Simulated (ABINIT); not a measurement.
# SnSe2 (Fm-3m): zone-centre phonons

Aim: the zone-centre modes of SnSe2 (Fm-3m).

Program: ABINIT 10.8.3. Level of theory: DFT LDA, scalar-relativistic, plane waves, HGH norm-conserving pseudopotentials. Results are calculated unless marked as measured.

The structure was built from a prototype and need not be the compound's stable phase.

## (1) The structure

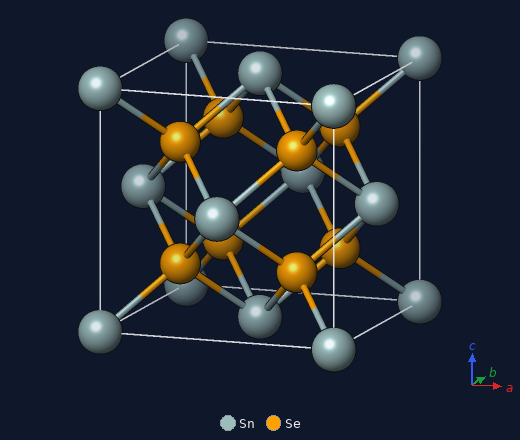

Start, viewed slightly off an axis; tin teal, selenium orange. This picture shows the conventional cell, with its axes. Some periodic images of atoms are drawn too.

## (2) A first look

A first run with smearing and empty bands tells whether the crystal has a gap, which decides between fixed occupations and smearing later on.

probe.abi reads:

```
# ground state
tolvrs 1.0d-08
prtden 1
prtwf 1

# basis, mesh and filling
ecut 26.0
ecutsm 3.0
ixc 7
ngkpt 6 6 6
nshiftk 1
shiftk 0.0 0.0 0.0
istwfk *1
occopt 7
tsmear 0.005
nband 14
nstep 100
diemac 9.0
prtebands 0
prtgsr 0
useylm 1

# cell and atoms
acell 3*1.0 Angstrom
rprim 
    0.0 3.17554 3.17554
    3.17554 0.0 3.17554
    3.17554 3.17554 0.0
ntypat 2
znucl 50 34
natom 3
typat 1 2 2
xred 
    0.0 0.0 0.0
    0.25 0.25 0.25
    0.75 0.75 0.75
pp_dirpath "./pseudo"
pseudos "Sn.hgh, Se.hgh"
```

Command:

```
$ OMP_NUM_THREADS=1 mpirun -n 2 abinit probe.abi > probe.log
```

Numbers of over 12 decimals in the logs are rounded to 6 here.

probe.abo, the main output file:

```text
[banners, grids, parts of the stress and lines that vanish by symmetry left out]
- input  file    -> probe.abi
- output file    -> probe.abo
- root for input  files -> probei
[...]
Symmetries : space group Fm -3 m (#225); Bravais cF (face-center cubic)
[...]
mpw =        2764          nfft =       64000          nkpt =          16
[...]
== DATASET  1 ==================================================================
[...]
cutoff_energies: {ecut:  26.0, pawecutdg:  -1.0, }
[...]
Exchange-correlation functional for the present dataset will be:
  LDA: Perdew-Wang 92 LSD fit to Ceperley-Alder data - ixc=7
[...]
ETOT  1  -22.515975026904    -2.252E+01 1.488E-02 6.794E+01
 ETOT  2  -22.538129608219    -2.215E-02 8.788E-03 9.003E+00
 ETOT  3  -22.539662095348    -1.532E-03 3.293E-04 5.411E-01
 ETOT  4  -22.539736006245    -7.391E-05 2.483E-04 2.570E-02
 ETOT  5  -22.539737999267    -1.993E-06 2.103E-04 7.495E-05
 ETOT  6  -22.539738004348    -5.081E-09 1.597E-04 3.669E-07
 ETOT  7  -22.539738004387    -3.865E-11 1.104E-04 7.293E-10
 At SCF step    7       vres2   =  7.29E-10 < tolvrs=  1.00E-08 =>converged.
[...]
sigma(1 1)= -4.50123302E-04  sigma(3 2)=  0.00000000E+00
  sigma(2 2)= -4.50123302E-04  sigma(3 1)=  0.00000000E+00
  sigma(3 3)= -4.50123302E-04  sigma(2 1)=  0.00000000E+00
[...]
convergence: {deltae: -3.865E-11, res2:  7.293E-10, residm:  1.104E-04, diffor: null, }
etotal    :  -2.25397380E+01
[...]
sigma(1 1)= -4.50123302E-04  sigma(3 2)=  0.00000000E+00
  sigma(2 2)= -4.50123302E-04  sigma(3 1)=  0.00000000E+00
  sigma(3 3)= -4.50123302E-04  sigma(2 1)=  0.00000000E+00
[...]
- sigma(1 1)= -1.32430848E+01  sigma(3 2)=  0.00000000E+00
- sigma(2 2)= -1.32430848E+01  sigma(3 1)=  0.00000000E+00
- sigma(3 3)= -1.32430848E+01  sigma(2 1)=  0.00000000E+00
[...]
fcart     -0.0000000000E+00 -0.0000000000E+00 -0.0000000000E+00
           strten     -4.5012330244E-04 -4.5012330244E-04 -4.5012330244E-04
================================================================================

[key lines of the parts left out:]
pressure_GPa:   1.3243E+01
```

Run time: 15 s. Hardware: 2 MPI ranks of Intel Xeon at 2.70GHz, shared host.

This step gave:

```
volume per atom   : 21.35 Å³
pressure          : 13.24 GPa
gap on the k-mesh : 0 eV
```

No gap opens on this mesh, so smearing is kept.

## (3) Rough relaxation

The typed start is rough, so a first relaxation with smearing and loose thresholds takes it towards rest cheaply.

prerelax.abi reads:

```
# relaxation
ionmov 2
optcell 2
dilatmx 1.15
chkdilatmx 0
ntime 40
tolmxf 3.0d-04
tolvrs 1.0d-10
prtwf 0
prtden 0
chksymtnons 0

# basis, mesh and filling
ecut 20.8
ecutsm 3.0
ixc 7
ngkpt 4 4 4
nshiftk 1
shiftk 0.0 0.0 0.0
istwfk *1
occopt 7
tsmear 0.005
nband 14
nstep 100
diemac 1000000.0
prtebands 0
prtgsr 0
useylm 1

# cell and atoms
acell 3*1.0 Angstrom
rprim 
    0.0 3.17554 3.17554
    3.17554 0.0 3.17554
    3.17554 3.17554 0.0
ntypat 2
znucl 50 34
natom 3
typat 1 2 2
xred 
    0.0 0.0 0.0
    0.25 0.25 0.25
    0.75 0.75 0.75
pp_dirpath "./pseudo"
pseudos "Sn.hgh, Se.hgh"
```

Command:

```
$ OMP_NUM_THREADS=1 mpirun -n 2 abinit prerelax.abi > prerelax.log
```

prerelax.abo, the main output file:

```text
[banners, grids, parts of the stress and lines that vanish by symmetry left out]
- input  file    -> prerelax.abi
- output file    -> prerelax.abo
- root for input  files -> prerelaxi
[...]
Symmetries : space group Fm -3 m (#225); Bravais cF (face-center cubic)
[...]
mpw =        2996          nfft =       91125          nkpt =           8
[...]
== DATASET  1 ==================================================================
[...]
cutoff_energies: {ecut:  20.8, pawecutdg:  -1.0, }
[...]
Exchange-correlation functional for the present dataset will be:
  LDA: Perdew-Wang 92 LSD fit to Ceperley-Alder data - ixc=7
[...]
ETOT  1  -22.511446234003    -2.251E+01 1.945E-02 1.011E+02
 ETOT  2  -22.531617729212    -2.017E-02 9.128E-04 9.902E+00
 ETOT  3  -22.532689623771    -1.072E-03 1.659E-04 9.423E-01
 ETOT  4  -22.532769494368    -7.987E-05 4.367E-05 8.629E-02
[...]
ETOT  7  -22.548161616926    -6.395E-14 2.261E-12 9.190E-13
 At SCF step    7       vres2   =  9.19E-13 < tolvrs=  1.00E-10 =>converged.
[...]
sigma(1 1)= -2.54174810E-07  sigma(3 2)=  0.00000000E+00
  sigma(2 2)= -2.54174810E-07  sigma(3 1)=  0.00000000E+00
  sigma(3 3)= -2.54174810E-07  sigma(2 1)=  0.00000000E+00
[...]
convergence: {deltae: -6.395E-14, res2:  9.190E-13, residm:  2.261E-12, diffor: null, }
etotal    :  -2.25481616E+01
[...]
At Broyd/MD step   5, gradients are converged :
[...]
sigma(1 1)= -2.54174810E-07  sigma(3 2)=  0.00000000E+00
  sigma(2 2)= -2.54174810E-07  sigma(3 1)=  0.00000000E+00
  sigma(3 3)= -2.54174810E-07  sigma(2 1)=  0.00000000E+00
[...]
- sigma(1 1)= -7.47808110E-03  sigma(3 2)=  0.00000000E+00
- sigma(2 2)= -7.47808110E-03  sigma(3 1)=  0.00000000E+00
- sigma(3 3)= -7.47808110E-03  sigma(2 1)=  0.00000000E+00
[...]
fcart     -0.0000000000E+00 -0.0000000000E+00 -0.0000000000E+00
           strten     -2.5417481046E-07 -2.5417481046E-07 -2.5417481046E-07
================================================================================

[key lines of the parts left out:]
pressure_GPa:   7.4781E-03
Total energy (etotal) [Ha]= -2.25481616169256E+01
```

It took 50 s on 2 MPI ranks; 99 s of CPU time.

Relaxation path:

| step | energy less that of the first step (eV) | largest force (eV/Å) | volume (Å³) |
| --- | --- | --- | --- |
| 1 | 0.0000 | 0.0000 | 64.04 |
| 2 | -0.1967 | 0.0000 | 66.79 |
| 3 | -0.4116 | 0.0000 | 73.64 |
| 4 | -0.4185 | 0.0000 | 75.04 |
| 5 | -0.4187 | 0.0000 | 75.31 |

| conventional cell, symmetrised | before | after | change |
| --- | --- | --- | --- |
| a (Å) | 6.351 | 6.703 | +5.5 % |
| b (Å) | 6.351 | 6.703 | +5.5 % |
| c (Å) | 6.351 | 6.703 | +5.5 % |
| volume (Å³/atom) | 21.35 | 25.10 | +17.6 % |

Final coordinates:

```xyz
3
Lattice="0.0000 3.3517 3.3517 3.3517 0.0000 3.3517 3.3517 3.3517 0.0000" Properties=species:S:1:pos:R:3 pbc="T T T"
Sn    0.0000    0.0000    0.0000
Se    1.6759    1.6759    1.6759
Se    5.0276    5.0276    5.0276
```

Read from the output:

- volume per atom: 25.10 Å³
- pressure: 0.007478 GPa

The volume changes by +17.6 % in this run and stands +17.6 % from the first cell.

## (4) Rough relaxation

The cell changed much, so the rough relaxation is repeated on a basis made for the new cell.

prerelax.abi, as its differences from that of step 3:

```diff
@@ -32,5 +32,5 @@
 rprim 
-    0.0 3.17554 3.17554
-    3.17554 0.0 3.17554
-    3.17554 3.17554 0.0
+    0.0 3.351717707 3.351717707
+    3.351717707 0.0 3.351717707
+    3.351717707 3.351717707 0.0
 ntypat 2
```

prerelax.abo, the main output file:

```text
[banners, grids, parts of the stress and lines that vanish by symmetry left out]
- input  file    -> prerelax.abi
- output file    -> prerelax.abo
- root for input  files -> prerelaxi
[...]
Symmetries : space group Fm -3 m (#225); Bravais cF (face-center cubic)
[...]
mpw =        3515          nfft =       91125          nkpt =           8
[...]
== DATASET  1 ==================================================================
[...]
cutoff_energies: {ecut:  20.8, pawecutdg:  -1.0, }
[...]
Exchange-correlation functional for the present dataset will be:
  LDA: Perdew-Wang 92 LSD fit to Ceperley-Alder data - ixc=7
[...]
ETOT  1  -22.524195516524    -2.252E+01 1.256E-02 1.039E+02
 ETOT  2  -22.546743003444    -2.255E-02 2.204E-04 1.073E+01
 ETOT  3  -22.548082058583    -1.339E-03 3.716E-05 9.491E-01
 ETOT  4  -22.548155084577    -7.303E-05 8.176E-06 1.264E-01
 ETOT  5  -22.548161580498    -6.496E-06 4.188E-06 4.327E-04
 ETOT  6  -22.548161616791    -3.629E-08 1.466E-06 1.963E-06
 ETOT  7  -22.548161616924    -1.326E-10 8.496E-07 2.039E-08
 ETOT  8  -22.548161616926    -2.817E-12 3.212E-07 2.227E-10
 ETOT  9  -22.548161616926     2.913E-13 1.888E-07 4.243E-13
 At SCF step    9       vres2   =  4.24E-13 < tolvrs=  1.00E-10 =>converged.
[...]
sigma(1 1)= -2.54168601E-07  sigma(3 2)=  0.00000000E+00
  sigma(2 2)= -2.54168601E-07  sigma(3 1)=  0.00000000E+00
  sigma(3 3)= -2.54168601E-07  sigma(2 1)=  0.00000000E+00
[...]
convergence: {deltae:  2.913E-13, res2:  4.243E-13, residm:  1.888E-07, diffor: null, }
etotal    :  -2.25481616E+01
[...]
At Broyd/MD step   1, gradients are converged :
[...]
sigma(1 1)= -2.54168601E-07  sigma(3 2)=  0.00000000E+00
  sigma(2 2)= -2.54168601E-07  sigma(3 1)=  0.00000000E+00
  sigma(3 3)= -2.54168601E-07  sigma(2 1)=  0.00000000E+00
[...]
- sigma(1 1)= -7.47789840E-03  sigma(3 2)=  0.00000000E+00
- sigma(2 2)= -7.47789840E-03  sigma(3 1)=  0.00000000E+00
- sigma(3 3)= -7.47789840E-03  sigma(2 1)=  0.00000000E+00
[...]
fcart     -0.0000000000E+00 -0.0000000000E+00 -0.0000000000E+00
           strten     -2.5416860057E-07 -2.5416860057E-07 -2.5416860057E-07
================================================================================

[key lines of the parts left out:]
pressure_GPa:   7.4779E-03
Total energy (etotal) [Ha]= -2.25481616169262E+01
```

Run time: 14 s. Hardware: 2 MPI ranks.

Little changed from the start: no atom moved by 0.005 Å and no cell edge by 0.1 %.

The volume changes by +0.0 % in this run and stands +17.6 % from the first cell.

## (5) Relaxing the cell and atoms

The harmonic expansion needs vanishing forces, and a free crystal bears no stress, so cell and atoms are brought to rest. Stress is more sensitive to the basis than forces are: the last 3 Ha under the cutoff are smoothed with ecutsm.

relax.abi reads:

```
# relaxation
ionmov 2
optcell 2
dilatmx 1.08
ntime 40
tolmxf 1.0d-05
tolvrs 1.0d-14
prtwf 0
prtden 0
chksymtnons 0

# basis, mesh and filling
ecut 26.0
ecutsm 3.0
ixc 7
ngkpt 8 8 8
nshiftk 1
shiftk 0.0 0.0 0.0
istwfk *1
occopt 6
tsmear 0.01
nband 14
nstep 100
diemac 1000000.0
prtebands 0
prtgsr 0
useylm 1

# cell and atoms
acell 3*1.0 Angstrom
rprim 
    0.0 3.351717709 3.351717709
    3.351717709 0.0 3.351717709
    3.351717709 3.351717709 0.0
ntypat 2
znucl 50 34
natom 3
typat 1 2 2
xred 
    0.0 0.0 0.0
    0.25 0.25 0.25
    0.75 0.75 0.75
pp_dirpath "./pseudo"
pseudos "Sn.hgh, Se.hgh"
```

Command:

```
$ OMP_NUM_THREADS=1 mpirun -n 2 abinit relax.abi > relax.log
```

relax.abo, the main output file:

```text
[banners, grids, parts of the stress and lines that vanish by symmetry left out]
- input  file    -> relax.abi
- output file    -> relax.abo
- root for input  files -> relaxi
[...]
Symmetries : space group Fm -3 m (#225); Bravais cF (face-center cubic)
[...]
mpw =        4088          nfft =      110592          nkpt =          29
[...]
== DATASET  1 ==================================================================
[...]
cutoff_energies: {ecut:  26.0, pawecutdg:  -1.0, }
[...]
Exchange-correlation functional for the present dataset will be:
  LDA: Perdew-Wang 92 LSD fit to Ceperley-Alder data - ixc=7
[...]
ETOT  1  -22.529902161502    -2.253E+01 1.694E-02 1.168E+02
 ETOT  2  -22.553261208326    -2.336E-02 3.916E-03 1.006E+01
 ETOT  3  -22.554192159295    -9.310E-04 3.744E-04 1.072E+00
 ETOT  4  -22.554253917699    -6.176E-05 2.578E-04 1.410E-01
 ETOT  5  -22.554259885669    -5.968E-06 2.366E-04 3.729E-04
[...]
At SCF step   10       vres2   =  2.24E-15 < tolvrs=  1.00E-14 =>converged.
[...]
sigma(1 1)=  6.64837071E-06  sigma(3 2)=  0.00000000E+00
  sigma(2 2)=  6.64837071E-06  sigma(3 1)=  0.00000000E+00
  sigma(3 3)=  6.64837071E-06  sigma(2 1)=  0.00000000E+00
[...]
convergence: {deltae: -3.695E-13, res2:  2.238E-15, residm:  4.602E-05, diffor: null, }
etotal    :  -2.25542599E+01
[...]
ETOT  1  -22.554261356260    -2.255E+01 6.196E-05 3.193E-03
[...]
At SCF step    8       vres2   =  3.96E-16 < tolvrs=  1.00E-14 =>converged.
[...]
sigma(1 1)=  5.45561025E-06  sigma(3 2)=  0.00000000E+00
  sigma(2 2)=  5.45561025E-06  sigma(3 1)=  0.00000000E+00
  sigma(3 3)=  5.45561025E-06  sigma(2 1)=  0.00000000E+00
[...]
convergence: {deltae:  5.898E-13, res2:  3.959E-16, residm:  7.744E-07, diffor: null, }
etotal    :  -2.25542617E+01
[...]
ETOT  1  -22.554257444848    -2.255E+01 3.936E-04 6.619E-02
[...]
ETOT  7  -22.554265511358    -1.847E-13 6.454E-06 4.739E-13
 ETOT  8  -22.554265511358    -1.101E-13 1.976E-05 8.706E-15
 At SCF step    8       vres2   =  8.71E-15 < tolvrs=  1.00E-14 =>converged.
[...]
sigma(1 1)= -3.00997835E-08  sigma(3 2)=  0.00000000E+00
  sigma(2 2)= -3.00997835E-08  sigma(3 1)=  0.00000000E+00
  sigma(3 3)= -3.00997835E-08  sigma(2 1)=  0.00000000E+00
[...]
convergence: {deltae: -1.101E-13, res2:  8.706E-15, residm:  1.976E-05, diffor: null, }
etotal    :  -2.25542655E+01
[...]
At Broyd/MD step   3, gradients are converged :
[...]
sigma(1 1)= -3.00997835E-08  sigma(3 2)=  0.00000000E+00
  sigma(2 2)= -3.00997835E-08  sigma(3 1)=  0.00000000E+00
  sigma(3 3)= -3.00997835E-08  sigma(2 1)=  0.00000000E+00
[...]
- sigma(1 1)= -8.85566206E-04  sigma(3 2)=  0.00000000E+00
- sigma(2 2)= -8.85566206E-04  sigma(3 1)=  0.00000000E+00
- sigma(3 3)= -8.85566206E-04  sigma(2 1)=  0.00000000E+00
[...]
fcart     -0.0000000000E+00 -0.0000000000E+00 -0.0000000000E+00
           strten     -3.0099783542E-08 -3.0099783541E-08 -3.0099783543E-08
================================================================================

[key lines of the parts left out:]
pressure_GPa:   8.8557E-04
Total energy (etotal) [Ha]= -2.25542655113583E+01
```

Run time: 95 s. Hardware: 2 MPI ranks.

Relaxation path:

| step | energy less that of the first step (eV) | largest force (eV/Å) | volume (Å³) |
| --- | --- | --- | --- |
| 1 | 0.0000 | 0.0000 | 75.31 |
| 2 | 0.0000 | 0.0000 | 75.26 |
| 3 | -0.0002 | 0.0000 | 75.06 |

| conventional cell, symmetrised | before | after | change |
| --- | --- | --- | --- |
| a (Å) | 6.703 | 6.696 | -0.1 % |
| b (Å) | 6.703 | 6.696 | -0.1 % |
| c (Å) | 6.703 | 6.696 | -0.1 % |
| volume (Å³/atom) | 25.10 | 25.02 | -0.3 % |

The relaxed structure:

```xyz
3
Lattice="0.0000 3.3480 3.3480 3.3480 0.0000 3.3480 3.3480 3.3480 0.0000" Properties=species:S:1:pos:R:3 pbc="T T T"
Sn    0.0000    0.0000    0.0000
Se    1.6740    1.6740    1.6740
Se    5.0220    5.0220    5.0220
```

This step gave:

* volume per atom: 25.02 Å³
* pressure: 8.86e-4 GPa

The volume changes by -0.3 % in this run and stands +17.2 % from the first cell.

## (6) Ground state

The response is built on these wavefunctions, so the potential is converged far more tightly than an energy would need. ecutsm is kept as in the relaxation, so that the cell stays at rest. Smearing stays on, as the first look found no gap above 0.3 eV.

gs.abi reads:

```
# ground state
tolvrs 1.0d-16
prtden 1
prtwf 1

# basis, mesh and filling
ecut 26.0
ecutsm 3.0
ixc 7
ngkpt 8 8 8
nshiftk 1
shiftk 0.0 0.0 0.0
istwfk *1
occopt 6
tsmear 0.01
nband 14
nstep 100
diemac 1000000.0
prtebands 0
prtgsr 0
useylm 1

# cell and atoms
acell 3*1.0 Angstrom
rprim 
    0.0 3.348001682 3.348001682
    3.348001682 0.0 3.348001682
    3.348001682 3.348001682 0.0
ntypat 2
znucl 50 34
natom 3
typat 1 2 2
xred 
    0.0 0.0 0.0
    0.25 0.25 0.25
    0.75 0.75 0.75
pp_dirpath "./pseudo"
pseudos "Sn.hgh, Se.hgh"
```

Command:

```
$ OMP_NUM_THREADS=1 mpirun -n 2 abinit gs.abi > gs.log
```

gs.abo, the main output file:

```text
[banners, grids, parts of the stress and lines that vanish by symmetry left out]
- input  file    -> gs.abi
- output file    -> gs.abo
- root for input  files -> gsi
[...]
Symmetries : space group Fm -3 m (#225); Bravais cF (face-center cubic)
[...]
mpw =        3250          nfft =       91125          nkpt =          29
[...]
== DATASET  1 ==================================================================
[...]
cutoff_energies: {ecut:  26.0, pawecutdg:  -1.0, }
[...]
Exchange-correlation functional for the present dataset will be:
  LDA: Perdew-Wang 92 LSD fit to Ceperley-Alder data - ixc=7
[...]
ETOT  1  -22.529740746398    -2.253E+01 1.933E-02 9.760E+01
 ETOT  2  -22.553192085880    -2.345E-02 1.254E-02 8.736E+00
 ETOT  3  -22.554198188759    -1.006E-03 1.813E-03 8.767E-01
 ETOT  4  -22.554259693325    -6.150E-05 3.999E-04 1.135E-01
 ETOT  5  -22.554265439164    -5.746E-06 3.884E-04 2.744E-04
[...]
ETOT 10  -22.554265454144     7.816E-14 2.726E-05 1.638E-15
 ETOT 11  -22.554265454144    -9.948E-14 1.885E-05 1.690E-17
 At SCF step   11       vres2   =  1.69E-17 < tolvrs=  1.00E-16 =>converged.
[...]
sigma(1 1)= -2.97162275E-08  sigma(3 2)=  0.00000000E+00
  sigma(2 2)= -2.97162275E-08  sigma(3 1)=  0.00000000E+00
  sigma(3 3)= -2.97162275E-08  sigma(2 1)=  0.00000000E+00
[...]
convergence: {deltae: -9.948E-14, res2:  1.690E-17, residm:  1.885E-05, diffor: null, }
etotal    :  -2.25542655E+01
[...]
sigma(1 1)= -2.97162275E-08  sigma(3 2)=  0.00000000E+00
  sigma(2 2)= -2.97162275E-08  sigma(3 1)=  0.00000000E+00
  sigma(3 3)= -2.97162275E-08  sigma(2 1)=  0.00000000E+00
[...]
- sigma(1 1)= -8.74281597E-04  sigma(3 2)=  0.00000000E+00
- sigma(2 2)= -8.74281597E-04  sigma(3 1)=  0.00000000E+00
- sigma(3 3)= -8.74281597E-04  sigma(2 1)=  0.00000000E+00
[...]
fcart     -0.0000000000E+00 -0.0000000000E+00 -0.0000000000E+00
           strten     -2.9716227478E-08 -2.9716227477E-08 -2.9716227478E-08
================================================================================

[key lines of the parts left out:]
pressure_GPa:   8.7428E-04
```

It took 28 s on 2 MPI ranks; 55 s of CPU time.

Read from the output:

* pressure: 8.74e-4 GPa

The cell stands at 8.7e-4 GPa, close enough for phonons.

(Part 1 of 2 ends here.)

[Host names and launcher messages were left out of these logs when they were recorded.]

[Logs are printed without paths, hosts, clocks, repeated set-up lines and the standing remarks that a program may print on its own settings, such as how far it seeks lower states.]

[Hosts, paths, dates, database ids (printed as entryN), source tags and the programs' standing remarks are cut or masked in the printed files.]
